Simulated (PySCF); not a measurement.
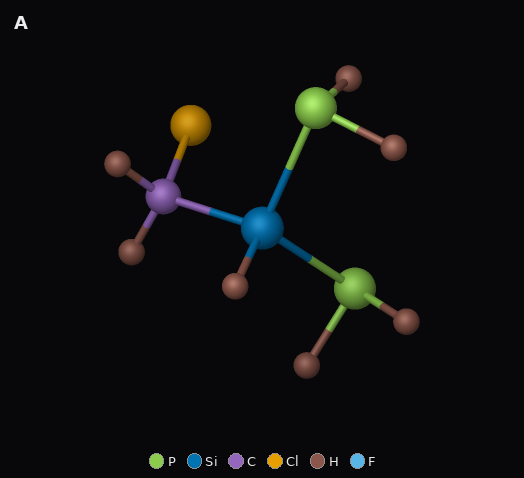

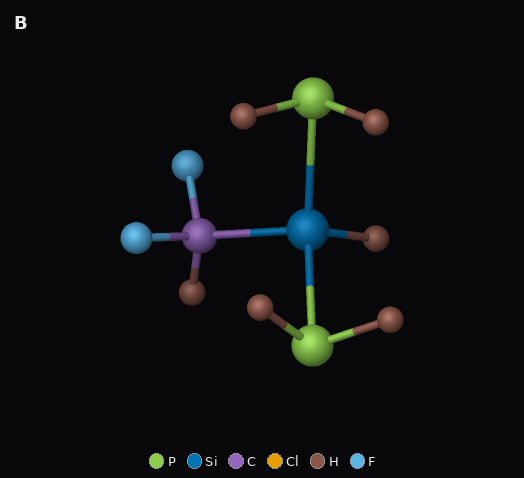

Two related species, optimised with PBE0-D3(BJ)/def2-SVP; properties computed with PySCF 2.14.0. Both: charge 0, singlet.

Identify both.

Answer. A is CH7ClP2Si (P[SiH](P)CCl), B is CH6F2P2Si (FC(F)[SiH](P)P).

Compare them. With PBE0/def2-SVP: dipole moment (D), HOMO–LUMO gap (eV), HOMO energy (Kohn–Sham orbital) (eV), shielding of Si (ppm), Hirshfeld charge of Si (e), IAO charge of Si (e). With PBE0-D3(BJ)/def2-SVP: mean Si–C length (Å), mean Si–H length (Å), mean Si–P length (Å).

```
                            quantity      A      B
                   dipole moment (D)   2.04   1.89
                  HOMO–LUMO gap (eV)   7.39   7.04
HOMO energy (Kohn–Sham orbital) (eV)  −7.37  −7.25
               shielding of Si (ppm)  418.1  417.6
          Hirshfeld charge of Si (e)   0.23   0.22
                IAO charge of Si (e)   0.55   0.50
                mean Si–C length (Å)  1.898  1.929
                mean Si–H length (Å)  1.498  1.494
                mean Si–P length (Å)  2.262  2.263
```

Each is one conformer, and no frequency run is at hand to confirm it as a minimum.
